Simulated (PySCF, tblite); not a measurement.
# 2,2,3,3,3-pentafluoro-1-propanol (C₃H₃F₅O): a rotation path, then NMR shifts on frames

How do NMR shifts of 2,2,3,3,3-pentafluoro-1-propanol (C₃H₃F₅O) (`OCC(F)(F)C(F)(F)F`) change as the atoms move?

Computed with tblite 0.8.0 and PySCF 2.14.0, with density-fitted response routines of our own, on a single molecule in the gas phase. Atoms are numbered from 0 throughout.

## (1) Starting geometry

12 atoms, charge 0, multiplicity 1; geometry from: GFN2-xTB.

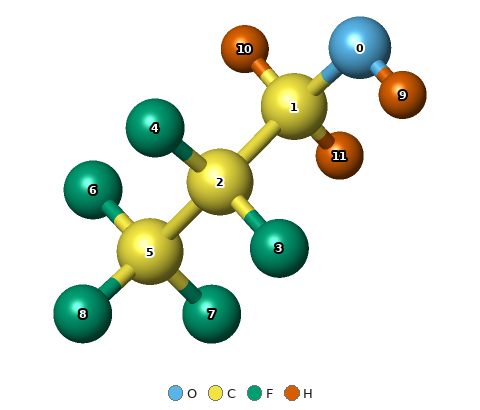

The starting geometry (oxygen blue, carbon yellow, fluorine teal, hydrogen orange), atoms numbered.

## (2) A band between two rotamers with GFN2-xTB

The job: settings as JSON, then the geometry in Å.

```
{"job": {"kind": "neb", "xc": "GFN2-xTB", "basis": "xTB", "atoms": [0, 1, 2, 5], "turn": 120}, "charge": 0, "multiplicity": 1}
O      2.247994    -0.325092     0.154918
C      1.077800     0.335972    -0.191069
C     -0.169312    -0.378600     0.357823
F     -0.200349    -1.661154    -0.091802
F     -0.153151    -0.454140     1.704805
C     -1.481585     0.317605    -0.079426
F     -1.477804     1.599299     0.295698
F     -1.596102     0.297025    -1.410818
F     -2.561888    -0.255933     0.431938
H      2.229283    -1.233922    -0.173641
H      1.132674     1.331804     0.255896
H      0.953638     0.426450    -1.280350
```

Method: GFN2-xTB climbing-image nudged elastic band, gas phase.

Run with:

```sh
OMP_NUM_THREADS=1 python probes_run.py task.json out
```

This one command runs all jobs of the session in turn.

What it wrote:

```text
image   E - E0 / eV
  0       0.0000
  1       0.0122
  2       0.0415
  3       0.0712
  4       0.0836
  5       0.0706
  6       0.0401
  7       0.0179
  8       0.0105
```

Wall time 1.5 s (1 thread of Arm Neoverse V2, shared host); peak memory 0.18 GiB.

The final band, with the dihedral O0–C1–C2–C5:

```
image  dihedral (°)  energy (eV)  energy (kcal/mol)
    0          -177        0.000                0.0
    1          -163        0.012                0.3
    2          -149        0.042                1.0
    3          -134        0.071                1.6
    4          -120        0.084                1.9
    5          -105        0.071                1.6
    6           -91        0.040                0.9
    7           -76        0.018                0.4
    8           -62        0.010                0.2
```

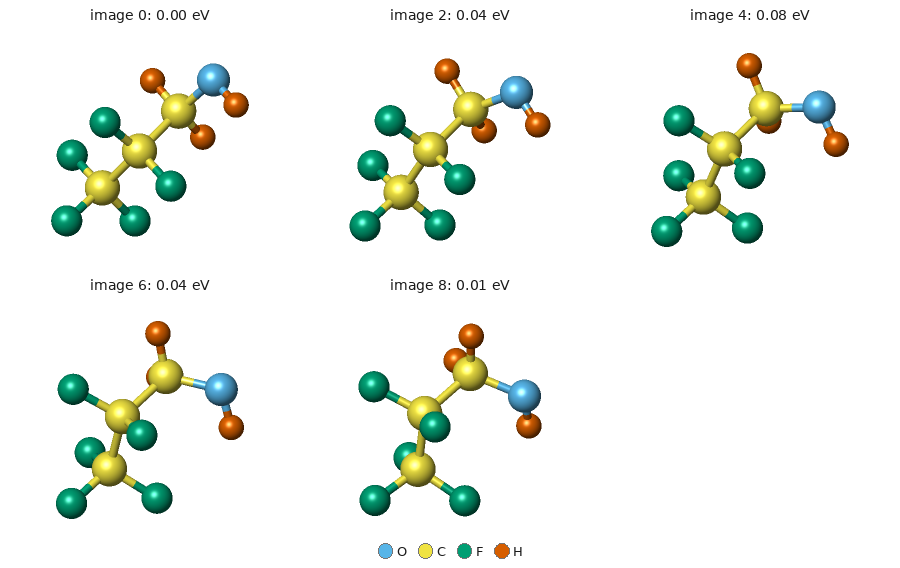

Images along the band.

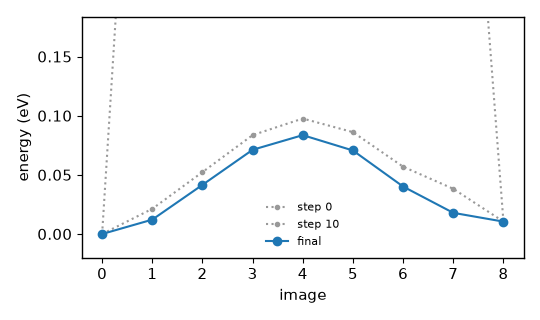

Energy along the band, early and final.

## (3) Nuclear shieldings: image 0, PBE0/pcSseg-1

The job: settings as JSON, then the geometry in Å.

```
{"job": {"kind": "nmr", "xc": "PBE0", "basis": "pcSseg-1", "pop": false}, "charge": 0, "multiplicity": 1}
O      2.248000    -0.325100     0.154900
C      1.077800     0.336000    -0.191100
C     -0.169300    -0.378600     0.357800
F     -0.200300    -1.661200    -0.091800
F     -0.153200    -0.454100     1.704800
C     -1.481600     0.317600    -0.079400
F     -1.477800     1.599300     0.295700
F     -1.596100     0.297000    -1.410800
F     -2.561900    -0.255900     0.431900
H      2.229300    -1.233900    -0.173600
H      1.132700     1.331800     0.255900
H      0.953600     0.426400    -1.280400
```

With the program's defaults for keys left out, this is: GIAO PBE0/pcSseg-1 NMR shielding, non-relativistic, gas phase.

What it wrote:

```text
coarse grid: 11640 points
cycle   1  E = -689.4758864199  dE =  1.551e+00  |g| = 1.246e+00  |ddm| = 2.966e+00
cycle   2  E = -689.0903212175  dE =  3.856e-01  |g| = 2.023e+00  |ddm| = 1.857e+00
cycle   3  E = -689.7341066409  dE = -6.438e-01  |g| = 6.664e-02  |ddm| = 1.238e+00
cycle   4  E = -689.7346120268  dE = -5.054e-04  |g| = 4.425e-02  |ddm| = 6.809e-02
cycle   5  E = -689.7349523828  dE = -3.404e-04  |g| = 1.216e-02  |ddm| = 3.159e-02
cycle   6  E = -689.7349736202  dE = -2.124e-05  |g| = 2.437e-03  |ddm| = 7.375e-03
cycle   7  E = -689.7349745839  dE = -9.636e-07  |g| = 5.524e-04  |ddm| = 1.883e-03
final grid: 118968 points
cycle   8  E = -689.8276440436  dE = -5.232e-05  |g| = 8.880e-03  |ddm| = 2.461e-02
cycle   9  E = -689.8276296109  dE =  1.443e-05  |g| = 1.306e-02  |ddm| = 1.305e-02
cycle  10  E = -689.8276584844  dE = -2.887e-05  |g| = 7.545e-04  |ddm| = 7.486e-03
cycle  11  E = -689.8276585823  dE = -9.786e-08  |g| = 2.536e-04  |ddm| = 6.735e-04
cycle  12  E = -689.8276585940  dE = -1.170e-08  |g| = 5.703e-05  |ddm| = 1.751e-04
cycle  13  E = -689.8276585945  dE = -4.943e-10  |g| = 1.813e-05  |ddm| = 4.200e-05
converged SCF energy = -689.8276585945

GIAO shielding tensors (ppm)
atom      isotropic    diamagn.    paramagn.     s11        s22        s33       span
  0 O      333.819     384.477     -50.657    291.646    322.676    387.136     95.490
  1 C      120.280     245.401    -125.122    100.071    114.291    146.478     46.406
  2 C       64.851     242.181    -177.330     45.497     69.244     79.811     34.314
  3 F      325.214     473.750    -148.536    212.285    348.590    414.768    202.483
  4 F      320.241     472.476    -152.235    212.084    340.561    408.077    195.993
  5 C       58.359     242.903    -184.543     50.539     59.221     65.318     14.778
  6 F      269.427     472.799    -203.373    189.893    269.291    349.097    159.204
  7 F      268.495     473.121    -204.626    188.116    268.534    348.834    160.718
  8 F      275.955     469.357    -193.402    200.992    276.475    350.398    149.407
  9 H       30.533      30.740      -0.206     20.599     28.787     42.214     21.615
 10 H       27.315      28.425      -1.110     22.466     28.467     31.012      8.545
 11 H       27.298      29.350      -2.051     21.940     28.506     31.449      9.509
```

Wall time 14 s (1 thread of Arm Neoverse V2, shared host); peak memory 0.75 GiB.

Shifts follow as δ = σ(reference) − σ, with reference shieldings (ppm) from runs at the same level and on the same kind of geometry: 1H TMS 31.72, 13C TMS 186.9, 19F CFCl3 170.9, 17O H2O 336.1. The references are single molecules in the gas phase, so shifts against H2O, NH3, PH3, H3PO4 or CFCl3 are not on the usual liquid scales and can be off by tens of ppm. Each atom is listed at this fixed geometry, with no averaging over motion; a spectrum would average atoms that exchange fast.

```
atoms                                 environment  σ (ppm)  δ (ppm)
   C5                                  CF3 carbon     58.4    128.6
   C2  fully substituted sp3 carbon bonded to 2 F     64.9    122.1
   C1                         sp3 CH2 bonded to O    120.3     66.6
  H11          hydrogen on an sp3 CH2 bonded to O    27.30     4.42
  H10          hydrogen on an sp3 CH2 bonded to O    27.32     4.40
   H9               hydrogen on an alcohol oxygen    30.53     1.18
   O0                              alcohol oxygen    333.8      2.3
   F7                     fluorine of a CF3 group    268.5    -97.5
   F6                     fluorine of a CF3 group    269.4    -98.5
   F8                     fluorine of a CF3 group    276.0   -105.0
   F4                     fluorine of a CF2 group    320.2   -149.3
   F3                     fluorine of a CF2 group    325.2   -154.3
```

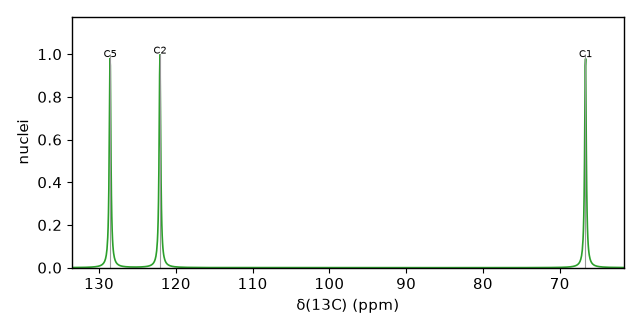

13C lines at the computed shifts, without couplings. Lines are broadened to a width of 0.25 ppm (Lorentzian).

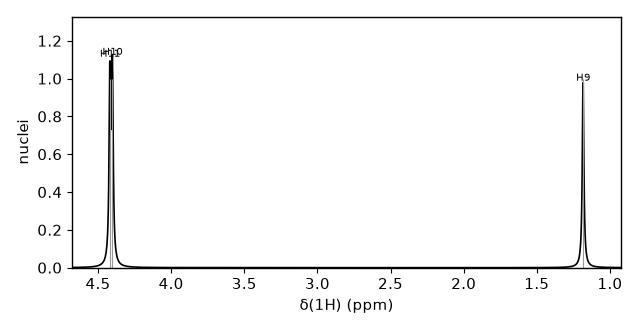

1H lines at the computed shifts, without couplings. Lines are broadened to a width of 0.01 ppm (Lorentzian).

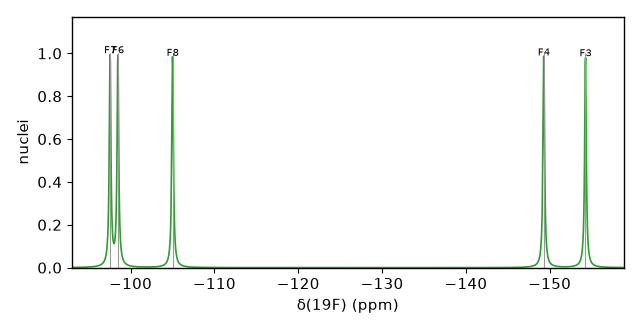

19F lines at the computed shifts, without couplings. Lines are broadened to a width of 0.23 ppm (Lorentzian).

## (4) Nuclear shieldings: image 2, PBE0/pcSseg-1

The job: settings as JSON, then the geometry in Å.

```
{"job": {"kind": "nmr", "xc": "PBE0", "basis": "pcSseg-1", "pop": false}, "charge": 0, "multiplicity": 1}
O      2.200400    -0.476500    -0.104500
C      1.104400     0.373200    -0.074800
C     -0.162500    -0.320800     0.479400
F     -0.127000    -1.647900     0.207300
F     -0.254600    -0.209500     1.822700
C     -1.457600     0.249100    -0.150800
F     -1.533600     1.568700     0.041600
F     -1.449900     0.042400    -1.471900
F     -2.559000    -0.301100     0.339900
H      2.009300    -1.253500    -0.646600
H      1.360300     1.194200     0.600400
H      0.870900     0.781000    -1.068800
```

With the program's defaults for keys left out, this is: GIAO PBE0/pcSseg-1 NMR shielding, non-relativistic, gas phase.

What it wrote:

```text
coarse grid: 11640 points
cycle   1  E = -689.4726168874  dE =  1.552e+00  |g| = 1.244e+00  |ddm| = 2.959e+00
cycle   2  E = -689.0878256327  dE =  3.848e-01  |g| = 2.020e+00  |ddm| = 1.877e+00
cycle   3  E = -689.7300582393  dE = -6.422e-01  |g| = 6.655e-02  |ddm| = 1.258e+00
cycle   4  E = -689.7305471022  dE = -4.889e-04  |g| = 4.516e-02  |ddm| = 6.760e-02
cycle   5  E = -689.7309040546  dE = -3.570e-04  |g| = 1.180e-02  |ddm| = 3.190e-02
cycle   6  E = -689.7309238807  dE = -1.983e-05  |g| = 2.515e-03  |ddm| = 7.220e-03
cycle   7  E = -689.7309249115  dE = -1.031e-06  |g| = 5.144e-04  |ddm| = 1.917e-03
final grid: 118968 points
cycle   8  E = -689.8256086922  dE = -5.506e-05  |g| = 9.369e-03  |ddm| = 2.268e-02
cycle   9  E = -689.8255921396  dE =  1.655e-05  |g| = 1.388e-02  |ddm| = 1.377e-02
cycle  10  E = -689.8256244854  dE = -3.235e-05  |g| = 7.117e-04  |ddm| = 8.078e-03
cycle  11  E = -689.8256245711  dE = -8.568e-08  |g| = 2.657e-04  |ddm| = 6.557e-04
cycle  12  E = -689.8256245840  dE = -1.288e-08  |g| = 5.739e-05  |ddm| = 1.808e-04
cycle  13  E = -689.8256245845  dE = -4.784e-10  |g| = 2.007e-05  |ddm| = 4.242e-05
converged SCF energy = -689.8256245845

GIAO shielding tensors (ppm)
atom      isotropic    diamagn.    paramagn.     s11        s22        s33       span
  0 O      325.209     384.451     -59.243    284.110    311.776    379.741     95.631
  1 C      118.903     246.222    -127.319     97.988    112.796    145.924     47.936
  2 C       65.876     241.833    -175.957     47.650     69.855     80.122     32.473
  3 F      322.901     473.241    -150.339    223.074    346.964    398.667    175.592
  4 F      309.299     472.350    -163.051    200.837    346.213    380.847    180.010
  5 C       58.096     243.405    -185.308     50.695     58.566     65.028     14.332
  6 F      270.097     472.945    -202.848    190.524    270.189    349.578    159.054
  7 F      266.526     473.670    -207.144    187.544    265.229    346.804    159.260
  8 F      277.151     469.317    -192.165    201.140    279.909    350.405    149.266
  9 H       30.453      31.070      -0.617     20.696     28.837     41.827     21.131
 10 H       27.259      28.310      -1.051     23.037     27.999     30.740      7.703
 11 H       27.214      29.546      -2.332     22.052     28.298     31.291      9.239
```

It took 14 s on 1 thread of Arm Neoverse V2, shared host; peak memory 0.77 GiB.

In short: δ C5 128.8, C2 121.0, C1 68.0, O0 10.9, H11 4.50, H10 4.46 ppm.

## (5) NMR shieldings: image 4, PBE0/pcSseg-1

The job: settings as JSON, then the geometry in Å.

```
{"job": {"kind": "nmr", "xc": "PBE0", "basis": "pcSseg-1", "pop": false}, "charge": 0, "multiplicity": 1}
O      2.065300    -0.553700    -0.387600
C      1.137400     0.385200     0.036200
C     -0.161000    -0.266400     0.588700
F     -0.081800    -1.613900     0.526400
F     -0.365600     0.048400     1.887700
C     -1.412300     0.163600    -0.218500
F     -1.538000     1.493600    -0.220100
F     -1.275800    -0.221700    -1.493000
F     -2.540600    -0.352700     0.246000
H      1.699700    -1.113000    -1.084800
H      1.607300     0.938100     0.854400
H      0.866600     1.091800    -0.761300
```

Method: GIAO PBE0/pcSseg-1 NMR shielding, non-relativistic, gas phase.

What it wrote:

```text
coarse grid: 11640 points
cycle   1  E = -689.4700827860  dE =  1.551e+00  |g| = 1.244e+00  |ddm| = 2.959e+00
cycle   2  E = -689.0902261776  dE =  3.799e-01  |g| = 2.014e+00  |ddm| = 1.775e+00
cycle   3  E = -689.7275192530  dE = -6.373e-01  |g| = 6.667e-02  |ddm| = 1.169e+00
cycle   4  E = -689.7279878513  dE = -4.686e-04  |g| = 4.643e-02  |ddm| = 6.858e-02
cycle   5  E = -689.7283682280  dE = -3.804e-04  |g| = 1.133e-02  |ddm| = 3.318e-02
cycle   6  E = -689.7283859451  dE = -1.772e-05  |g| = 2.703e-03  |ddm| = 6.956e-03
cycle   7  E = -689.7283871433  dE = -1.198e-06  |g| = 4.826e-04  |ddm| = 1.966e-03
final grid: 118968 points
cycle   8  E = -689.8224591892  dE = -5.370e-05  |g| = 8.864e-03  |ddm| = 2.359e-02
cycle   9  E = -689.8224448441  dE =  1.435e-05  |g| = 1.302e-02  |ddm| = 1.250e-02
cycle  10  E = -689.8224733376  dE = -2.849e-05  |g| = 6.902e-04  |ddm| = 7.148e-03
cycle  11  E = -689.8224734168  dE = -7.918e-08  |g| = 2.661e-04  |ddm| = 6.356e-04
cycle  12  E = -689.8224734297  dE = -1.296e-08  |g| = 5.799e-05  |ddm| = 1.748e-04
cycle  13  E = -689.8224734302  dE = -4.952e-10  |g| = 2.004e-05  |ddm| = 4.256e-05
converged SCF energy = -689.8224734302

GIAO shielding tensors (ppm)
atom      isotropic    diamagn.    paramagn.     s11        s22        s33       span
  0 O      315.342     384.438     -69.096    269.081    304.343    372.603    103.523
  1 C      117.803     246.613    -128.810     94.177    111.327    147.906     53.729
  2 C       66.367     241.952    -175.585     49.454     71.739     77.908     28.454
  3 F      318.890     472.714    -153.825    222.396    346.265    388.007    165.611
  4 F      303.146     471.995    -168.849    216.053    338.239    355.147    139.094
  5 C       57.788     243.367    -185.579     50.969     57.793     64.602     13.633
  6 F      269.805     472.929    -203.124    190.999    268.354    350.063    159.065
  7 F      268.560     474.307    -205.748    190.032    265.974    349.674    159.642
  8 F      278.368     469.323    -190.956    201.544    283.384    350.175    148.631
  9 H       30.827      31.351      -0.524     21.616     28.894     41.971     20.355
 10 H       27.313      28.140      -0.827     22.988     27.866     31.085      8.097
 11 H       27.097      29.571      -2.474     22.575     27.983     30.733      8.159
```

Wall time 14 s (1 thread of Arm Neoverse V2, shared host); peak memory 0.77 GiB.

In short: δ C5 129.1, C2 120.6, C1 69.1, O0 20.7, H11 4.62, H10 4.40 ppm.

## (6) Nuclear shieldings: image 6, PBE0/pcSseg-1

The job: settings as JSON, then the geometry in Å.

```
{"job": {"kind": "nmr", "xc": "PBE0", "basis": "pcSseg-1", "pop": false}, "charge": 0, "multiplicity": 1}
O      1.863100    -0.540100    -0.655100
C      1.168900     0.367500     0.131500
C     -0.158800    -0.214900     0.674000
F     -0.064600    -1.550900     0.840900
F     -0.459700     0.308500     1.884600
C     -1.348700     0.064900    -0.280400
F     -1.486100     1.377900    -0.486100
F     -1.109800    -0.494300    -1.474400
F     -2.505100    -0.400300     0.167600
H      1.347200    -0.811700    -1.424800
H      1.809600     0.585800     0.990600
H      0.945200     1.306900    -0.394500
```

Level: GIAO PBE0/pcSseg-1 NMR shielding, non-relativistic, gas phase.

What it wrote:

```text
coarse grid: 11640 points
cycle   1  E = -689.4733865864  dE =  1.549e+00  |g| = 1.241e+00  |ddm| = 2.957e+00
cycle   2  E = -689.1067313346  dE =  3.667e-01  |g| = 1.994e+00  |ddm| = 1.703e+00
cycle   3  E = -689.7292475339  dE = -6.225e-01  |g| = 6.833e-02  |ddm| = 1.103e+00
cycle   4  E = -689.7297028894  dE = -4.554e-04  |g| = 4.910e-02  |ddm| = 7.003e-02
cycle   5  E = -689.7301136211  dE = -4.107e-04  |g| = 1.095e-02  |ddm| = 3.399e-02
cycle   6  E = -689.7301295455  dE = -1.592e-05  |g| = 2.901e-03  |ddm| = 6.897e-03
cycle   7  E = -689.7301309813  dE = -1.436e-06  |g| = 4.657e-04  |ddm| = 2.094e-03
final grid: 118968 points
cycle   8  E = -689.8249125267  dE = -5.594e-05  |g| = 8.959e-03  |ddm| = 2.337e-02
cycle   9  E = -689.8248979938  dE =  1.453e-05  |g| = 1.316e-02  |ddm| = 1.229e-02
cycle  10  E = -689.8249269519  dE = -2.896e-05  |g| = 6.687e-04  |ddm| = 7.011e-03
cycle  11  E = -689.8249270249  dE = -7.302e-08  |g| = 2.669e-04  |ddm| = 6.122e-04
cycle  12  E = -689.8249270375  dE = -1.262e-08  |g| = 6.608e-05  |ddm| = 1.750e-04
cycle  13  E = -689.8249270381  dE = -6.312e-10  |g| = 2.048e-05  |ddm| = 4.613e-05
converged SCF energy = -689.8249270381

GIAO shielding tensors (ppm)
atom      isotropic    diamagn.    paramagn.     s11        s22        s33       span
  0 O      315.124     385.837     -70.713    273.518    303.279    368.574     95.056
  1 C      119.479     246.286    -126.807     93.826    111.795    152.814     58.988
  2 C       66.292     242.558    -176.267     49.829     72.499     76.546     26.717
  3 F      320.973     472.464    -151.491    224.621    349.503    388.795    164.174
  4 F      312.290     471.695    -159.405    233.835    347.204    355.832    121.997
  5 C       57.515     242.994    -185.479     50.947     57.583     64.014     13.066
  6 F      268.912     473.023    -204.112    189.477    267.033    350.226    160.749
  7 F      271.335     474.516    -203.181    193.190    266.794    354.021    160.831
  8 F      276.324     469.432    -193.108    199.046    280.535    349.391    150.345
  9 H       30.808      31.642      -0.834     21.036     29.462     41.927     20.891
 10 H       27.462      27.867      -0.404     22.874     27.736     31.777      8.903
 11 H       27.120      29.420      -2.300     23.296     27.677     30.388      7.092
```

Run time: 14 s. Hardware: 1 thread of Arm Neoverse V2, shared host; peak memory 0.77 GiB.

Key values: δ C5 129.4, C2 120.6, C1 67.4, O0 21.0, H11 4.60, H10 4.25 ppm.

## (7) Nuclear shieldings: image 8, PBE0/pcSseg-1

The job: settings as JSON, then the geometry in Å.

```
{"job": {"kind": "nmr", "xc": "PBE0", "basis": "pcSseg-1", "pop": false}, "charge": 0, "multiplicity": 1}
O      1.681500    -0.425000    -0.879600
C      1.200300     0.303000     0.198400
C     -0.169200    -0.182800     0.719200
F     -0.119100    -1.462800     1.142500
F     -0.524900     0.564800     1.793300
C     -1.309200    -0.060800    -0.325200
F     -1.368100     1.191800    -0.796300
F     -1.095700    -0.856100    -1.377300
F     -2.496100    -0.361600     0.180400
H      1.182600    -0.248200    -1.686700
H      1.914100     0.159500     1.015500
H      1.104800     1.377600    -0.010100
```

Level: GIAO PBE0/pcSseg-1 NMR shielding, non-relativistic, gas phase.

What it wrote:

```text
coarse grid: 11640 points
cycle   1  E = -689.4763996711  dE =  1.546e+00  |g| = 1.240e+00  |ddm| = 2.954e+00
cycle   2  E = -689.1171541868  dE =  3.592e-01  |g| = 1.983e+00  |ddm| = 1.798e+00
cycle   3  E = -689.7318693820  dE = -6.147e-01  |g| = 6.888e-02  |ddm| = 1.163e+00
cycle   4  E = -689.7323283201  dE = -4.589e-04  |g| = 4.927e-02  |ddm| = 7.170e-02
cycle   5  E = -689.7327374631  dE = -4.091e-04  |g| = 1.077e-02  |ddm| = 3.396e-02
cycle   6  E = -689.7327528669  dE = -1.540e-05  |g| = 2.977e-03  |ddm| = 7.148e-03
cycle   7  E = -689.7327543819  dE = -1.515e-06  |g| = 4.473e-04  |ddm| = 2.170e-03
final grid: 118968 points
cycle   8  E = -689.8267215842  dE = -5.409e-05  |g| = 9.176e-03  |ddm| = 2.252e-02
cycle   9  E = -689.8267064321  dE =  1.515e-05  |g| = 1.345e-02  |ddm| = 1.324e-02
cycle  10  E = -689.8267367511  dE = -3.032e-05  |g| = 6.862e-04  |ddm| = 7.596e-03
cycle  11  E = -689.8267368277  dE = -7.660e-08  |g| = 2.654e-04  |ddm| = 6.187e-04
cycle  12  E = -689.8267368399  dE = -1.221e-08  |g| = 6.869e-05  |ddm| = 1.754e-04
cycle  13  E = -689.8267368406  dE = -6.899e-10  |g| = 2.043e-05  |ddm| = 4.801e-05
converged SCF energy = -689.8267368406

GIAO shielding tensors (ppm)
atom      isotropic    diamagn.    paramagn.     s11        s22        s33       span
  0 O      317.803     386.868     -69.064    282.036    304.615    366.759     84.723
  1 C      118.890     244.857    -125.968     92.412    112.814    151.443     59.032
  2 C       65.971     243.279    -177.307     50.644     71.557     75.714     25.070
  3 F      317.138     472.330    -155.192    228.490    352.883    370.042    141.552
  4 F      315.939     471.926    -155.988    223.325    349.289    375.202    151.877
  5 C       57.858     242.563    -184.705     50.405     58.685     64.485     14.081
  6 F      266.409     473.997    -207.588    185.926    265.326    347.974    162.048
  7 F      263.395     473.811    -210.416    186.417    263.877    339.891    153.474
  8 F      272.578     469.454    -196.876    197.859    270.787    349.089    151.230
  9 H       30.681      31.503      -0.822     21.466     29.041     41.536     20.070
 10 H       27.376      27.395      -0.019     22.999     27.603     31.527      8.528
 11 H       27.285      29.201      -1.916     23.855     27.339     30.661      6.806
```

It took 14 s on 1 thread of Arm Neoverse V2, shared host; peak memory 0.77 GiB.

In short: δ C5 129.1, C2 121.0, C1 68.0, O0 18.3, H11 4.43, H10 4.34 ppm.

## (8) Run by run: NMR shifts

Shifts (ppm) of some atoms, chosen among heavy atoms and hydrogens apart, with basis size and wall time:

```
  frame   H10    H9    O0      F7      F8      F4      F3  functions  time
image 0  4.40  1.18   2.3   -97.5  -105.0  -149.3  -154.3        168  14 s
image 2  4.46  1.26  10.9   -95.6  -106.2  -138.4  -152.0        168  14 s
image 4  4.40  0.89  20.7   -97.6  -107.4  -132.2  -147.9        168  14 s
image 6  4.25  0.91  21.0  -100.4  -105.4  -141.3  -150.0        168  14 s
image 8  4.34  1.04  18.3   -92.4  -101.6  -145.0  -146.2        168  14 s
```

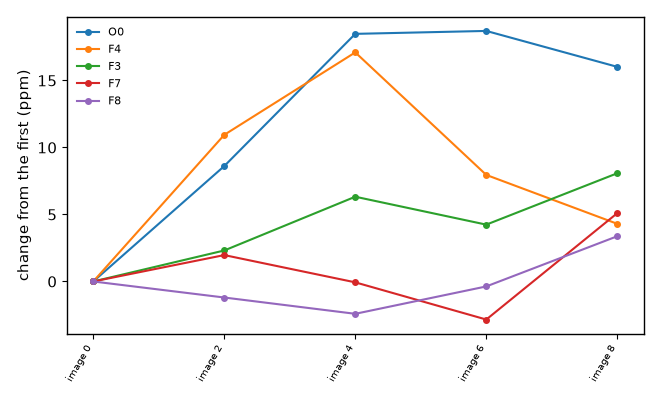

How five of the tabulated atoms move from run to run.

## (9) Summary of results

```
                                         quantity                                     value
                                          barrier        0.084 eV (1.9 kcal/mol) at image 4
                            end to end (GFN2-xTB)                                  0.010 eV
  13C shifts against TMS (PBE0/pcSseg-1, image 0)                    128.6, 122.1, 66.6 ppm
   1H shifts against TMS (PBE0/pcSseg-1, image 0)                      4.42, 4.40, 1.18 ppm
  17O shifts against H2O (PBE0/pcSseg-1, image 0)                                   2.3 ppm
19F shifts against CFCl3 (PBE0/pcSseg-1, image 0)  -97.5, -98.5, -105.0, -149.3, -154.3 ppm
                         range of the shift of O0                           2.3 to 21.0 ppm
```

Along the band the dihedral turns by 115°, and the top (dihedral -120°) lies 1.9 kcal/mol above the start (GFN2-xTB, rough), so at room temperature this motion is fast. Ends this close can change order at a higher level. The top was not checked by a frequency run. Shifts at one fixed geometry are not the observed spectrum, which averages over the motion. In ppm, O0 moves most: its shift spreads over 18.7 ppm, from 2.3 (image 0) to 21.0 (image 6).
